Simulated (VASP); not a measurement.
Band structure of PbF2 (fluorite). Level of theory: PBE GGA, VASP's PBE PAW potentials (set 64) (plane waves; VASP 6.6.1).

Unless said otherwise, spin-orbit coupling is left out, though it shifts the bands of the heavy elements here.

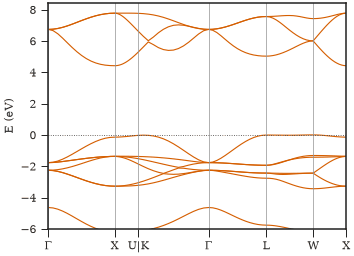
Figure: Bands along high-symmetry lines, zero at the valence-band maximum or, without a gap, the Fermi level

Question: Read the plot: is there a gap, and where are the band edges?

Answer: The gap is indirect, 4.42 eV, from the valence maximum at W to the conduction minimum at X. (Edges off the drawn lines would not show.)

The compound is PbF2 in the fluorite structure, the β form. It was relaxed first.
